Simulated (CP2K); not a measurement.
**PM3 run of BGeH4OF (SMILES FB[O][GeH3])**

What is the vertical singlet–triplet gap of BGeH4OF at PM3? 

Program for the calculation: CP2K 2026.2.

4 further runs of the same task are left out: 4 set aside as unsound or not needed.

### Step 1. Starting point

BGeH4OF has 8 atoms, charge 0, and is taken as a singlet. SMILES: `FB[O][GeH3]`. Geometry: a GFN2-xTB relaxation, a rough one for these elements and not checked as a minimum. This is one conformer, not always the lowest.

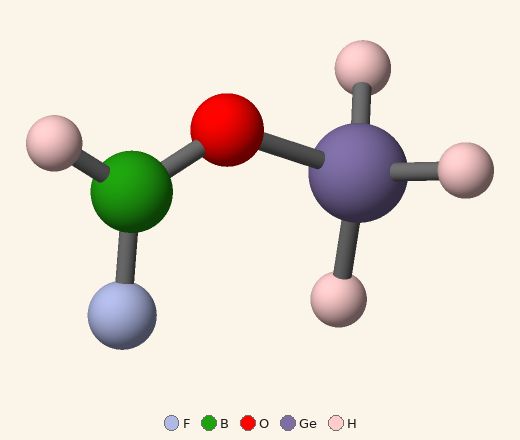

Viewed from a chosen angle; fluorine light blue, boron green, oxygen red, germanium purple, hydrogen pink.

### Step 2. Energy and forces at PM3

Input file mol.inp:

```
&GLOBAL
 PROJECT mol
 RUN_TYPE ENERGY_FORCE
 PRINT_LEVEL MEDIUM
&END GLOBAL

&FORCE_EVAL
 METHOD Quickstep
 &DFT
  &QS
   METHOD PM3
   EPS_DEFAULT 1.0E-10
   &SE
    &COULOMB
     CUTOFF [angstrom] 50
     RC_RANGE [angstrom] 0
    &END COULOMB
    &EXCHANGE
     CUTOFF [angstrom] 50
     RC_RANGE [angstrom] 0
    &END EXCHANGE
   &END SE
  &END QS
  &POISSON
   PERIODIC NONE
   POISSON_SOLVER ANALYTIC
  &END POISSON
  ! SCF settings
  &SCF
   SCF_GUESS ATOMIC
   EPS_SCF 1.0E-06
   MAX_SCF 100
   ADDED_MOS 8
   &DIAGONALIZATION
    ALGORITHM STANDARD
   &END DIAGONALIZATION
   &MIXING
    METHOD DIRECT_P_MIXING
    ALPHA 0.4
   &END MIXING
  &END SCF
  &PRINT
   &MOMENTS
    PERIODIC F
    REFERENCE COM
    MAX_MOMENT 1
   &END MOMENTS
   &MO ON
    ENERGIES T
    OCCUPATION_NUMBERS T
    NDIGITS 6
    &EACH
     QS_SCF 0
    &END EACH
    ADD_LAST NUMERIC
   &END MO
   &HIRSHFELD OFF
   &END HIRSHFELD
  &END PRINT
 &END DFT
 ! structure
 &SUBSYS
  ! vacuum box
  &CELL
   ABC 12.4 10.4 10.5
   PERIODIC NONE
  &END CELL
  &COORD
   UNIT bohr
   F      3.3401287    -2.0414144    -0.4588633
   B      2.7404997     0.3116725    -1.1498983
   O      0.4752283     1.1929085    -0.6248568
   Ge    -2.2233762    -0.0710726     0.8712960
   H      4.2682866     1.5036929    -2.2194455
   H     -3.0461818     2.0969346     2.4885425
   H     -1.5459849    -2.3850989     2.3515563
   H     -4.0086004    -0.6076414    -1.2583119
  &END COORD
  &TOPOLOGY
   &CENTER_COORDINATES
   &END CENTER_COORDINATES
  &END TOPOLOGY
 &END SUBSYS
 ! extra output
 &PRINT
  &FORCES ON
  &END FORCES
 &END PRINT
&END FORCE_EVAL
```

Command:

```
$ OMP_NUM_THREADS=1 cp2k.psmp mol.inp > mol.out
```

Log:

```text
CP2K| version string:                                       CP2K version 2026.2
[...]
 GLOBAL| Method name                                                        CP2K
[...]
 GLOBAL| Run type                                                   ENERGY_FORCE
[...]
                             - Atoms:                                          8
[...]
                             - Spherical basis functions:                     20
[...]
 Number of electrons:                                                         24
[...]
     1 P_Mix/Diag. 0.40E+00    0.0     0.65981822       -30.4008241070 -3.04E+01
[...]
    16 DIIS/Diag.  0.16E-06    0.0     0.00000067       -34.6666633647 -1.17E-11
  *** SCF run converged in    16 steps ***
  Core-core repulsion energy [eV]:                           1269.35204327171323
  Core Hamiltonian energy [eV]:                             -1572.62166741466604
  Two-electron integral energy [eV]:                        -1280.11651939861008
  Electronic energy [eV]:                                   -2212.67992711397119
  Total energy [eV]:                                         -943.32788384225773
  Atomic reference energy [eV]:                               937.48298446522176
  Heat of formation [kcal/mol]:                              -134.78659233589087
[...]
 SE_DIPOLE| Moment [Debye]          2.02032666       0.17037797      -0.84659075
 SE_DIPOLE| Derivative [a.u.]       0.00000000       0.00000000       0.00000000
 ENERGY| Total FORCE_EVAL ( QS ) energy [hartree]            -34.666663364678193
 FORCES| Atomic forces [hartree/bohr]
 FORCES|   Atom     x               y               z               |f|
 FORCES|      1 -5.06896214E-03 -9.10292076E-03  5.60533462E-03   1.18312011E-02
 FORCES|      2 -1.02004736E-03 -4.73738800E-03  1.72782651E-03   5.14477659E-03
 FORCES|      3  2.23942946E-02  1.74790778E-02 -1.49091029E-02   3.20827670E-02
 FORCES|      4 -4.79053400E-03 -9.06716594E-03  4.88157363E-03   1.13574854E-02
 FORCES|      5  7.64072558E-03  1.14431459E-02 -7.24978853E-03   1.55526753E-02
 FORCES|      6 -7.08424729E-03  1.11762978E-03  5.65173647E-03   9.13114347E-03
 FORCES|      7 -4.28621904E-03 -4.23742409E-03  4.18617196E-03   7.33835623E-03
 FORCES|      8 -7.78501032E-03 -2.89495466E-03  1.06248214E-04   8.30652978E-03
 FORCES| Sum     4.99600361E-16 -1.52655666E-16 -2.77555756E-17
 FORCES| Total atomic force                                       5.23139222E-16
[...]
```

It took 1 s on 1 thread of Intel Xeon 6975P-C (Granite Rapids), shared host; peak memory 0.18 GiB.

### Step 3. The triplet at the same level

Input file gas.inp:

```
&GLOBAL
   PROJECT_NAME gas
   RUN_TYPE ENERGY_FORCE
   PRINT_LEVEL MEDIUM
&END

&FORCE_EVAL
   METHOD QUICKSTEP
   &DFT
      MULTIPLICITY 3
      LSD T
      &QS
         METHOD PM3
         EPS_DEFAULT 1.0E-10
         &SE
            &COULOMB
               CUTOFF [angstrom] 50
               RC_RANGE [angstrom] 0
            &END
            &EXCHANGE
               CUTOFF [angstrom] 50
               RC_RANGE [angstrom] 0
            &END
         &END
      &END
      &POISSON
         PERIODIC NONE
         POISSON_SOLVER ANALYTIC
      &END
      ! self-consistent field
      &SCF
         SCF_GUESS ATOMIC
         EPS_SCF 1.0E-06
         MAX_SCF 80
         ADDED_MOS 8
         &DIAGONALIZATION
            ALGORITHM STANDARD
         &END
         &MIXING
            METHOD DIRECT_P_MIXING
            ALPHA 0.4
         &END
      &END
      &PRINT
         &MOMENTS
            PERIODIC F
            REFERENCE COM
            MAX_MOMENT 1
         &END
         &MO ON
            ENERGIES T
            OCCUPATION_NUMBERS T
            NDIGITS 6
            &EACH
               QS_SCF 0
            &END
            ADD_LAST NUMERIC
         &END
         &HIRSHFELD OFF
         &END
      &END
   &END
   &SUBSYS
      ! box in angstrom
      &CELL
         ABC 12.4 10.4 10.5
         PERIODIC NONE
      &END
      &COORD
         UNIT bohr
         F      3.3401287    -2.0414144    -0.4588633
         B      2.7404997     0.3116725    -1.1498983
         O      0.4752283     1.1929085    -0.6248568
         Ge    -2.2233762    -0.0710726     0.8712960
         H      4.2682866     1.5036929    -2.2194455
         H     -3.0461818     2.0969346     2.4885425
         H     -1.5459849    -2.3850989     2.3515563
         H     -4.0086004    -0.6076414    -1.2583119
      &END
      &TOPOLOGY
         &CENTER_COORDINATES
         &END
      &END
   &END
   &PRINT
      &FORCES ON
      &END
   &END
&END
```

Command:

```
$ OMP_NUM_THREADS=1 cp2k.psmp -i gas.inp > gas.out 2>&1
```

Log:

```text
CP2K| version string:                                       CP2K version 2026.2
[...]
 GLOBAL| Method name                                                        CP2K
[...]
 GLOBAL| Run type                                                   ENERGY_FORCE
[...]
 *** WARNING in qs_environment.F:2210 :: More added MOs requested than     ***
 *** available. The full set of unoccupied MOs will be used. Use           ***
 *** 'ADDED_MOS -1' to always use all available MOs and to get rid of this ***
[...]
                             - Atoms:                                          8
[...]
                             - Spherical basis functions:                     20
[...]
 Number of electrons:                                                         13
[...]
     1 P_Mix/Diag. 0.40E+00    0.0     0.34407187       -30.4008241070 -3.04E+01
[...]
    52 DIIS/Diag.  0.73E-06    0.0     0.00000090       -34.5253159270  5.20E-12
  *** SCF run converged in    52 steps ***
  Core-core repulsion energy [eV]:                           1269.35204327171323
  Core Hamiltonian energy [eV]:                             -1548.80230129146548
  Two-electron integral energy [eV]:                        -1320.06273287606587
  Electronic energy [eV]:                                   -2208.83366772949830
  Total energy [eV]:                                         -939.48162445778530
  Atomic reference energy [eV]:                               937.48298446522176
  Heat of formation [kcal/mol]:                               -46.08973679893742
[...]
 SE_DIPOLE| Moment [Debye]         -1.28633766      -0.91852945       0.64151750
 SE_DIPOLE| Derivative [a.u.]       0.00000000       0.00000000       0.00000000
 ENERGY| Total FORCE_EVAL ( QS ) energy [hartree]            -34.525315926978635
 FORCES| Atomic forces [hartree/bohr]
 FORCES|   Atom     x               y               z               |f|
 FORCES|      1 -9.33864271E-03 -2.29709115E-03  5.28598041E-03   1.09739904E-02
 FORCES|      2  9.52906145E-03  1.44922735E-02 -1.07107210E-02   2.03850080E-02
 FORCES|      3  6.70412686E-02 -1.71882293E-02 -1.43025310E-02   7.06719839E-02
 FORCES|      4 -7.92907684E-02 -6.31611734E-03  2.60655647E-02   8.37038407E-02
 FORCES|      5  7.79269246E-03  1.17982453E-02 -8.05536791E-03   1.62730944E-02
 FORCES|      6 -2.71022591E-03 -9.34046932E-04  3.70018479E-03   4.68071957E-03
 FORCES|      7  8.55159334E-03  1.99007082E-03 -2.21149229E-03   9.05432651E-03
 FORCES|      8 -1.57497881E-03 -1.54510492E-03  2.28382366E-04   2.21812217E-03
 FORCES| Sum     8.88178420E-16 -7.07767178E-16 -1.66533454E-16
 FORCES| Total atomic force                                       1.14783652E-15
[...]
```

Run time: 1.1 s. Hardware: 1 thread of Intel Xeon 6975P-C (Granite Rapids), shared host; peak memory 0.18 GiB.

### Step 4. What came out

Level: PM3.

| quantity | value |
| --- | --- |
| singlet: total energy | -34.66666 Eh |
| singlet: dipole moment | 2.20 D |
| singlet: HOMO energy | -11.16 eV |
| singlet: LUMO energy | -0.19 eV |
| singlet: HOMO–LUMO gap | 10.97 eV |
| singlet: heat of formation at this unrelaxed shape | -134.8 kcal/mol |
| singlet: largest force on an atom | 1.650 eV/Å |
| triplet: total energy | -34.52532 Eh |
| triplet: dipole moment | 1.71 D |
| triplet: HOMO energy (highest over α and β) | -7.55 eV |
| triplet: LUMO energy (lowest over α and β) | -3.71 eV |
| triplet: heat of formation at this unrelaxed shape | -46.1 kcal/mol |
| triplet: largest force on an atom | 4.304 eV/Å |
| vertical energy of the triplet above the singlet | 3.846 eV |

**Reading.** At this shape the triplet lies 3.85 eV (371 kJ/mol) above the singlet. The largest force (singlet) is 1.65 eV/Å: the shape isn't a stationary point for this species at this level.
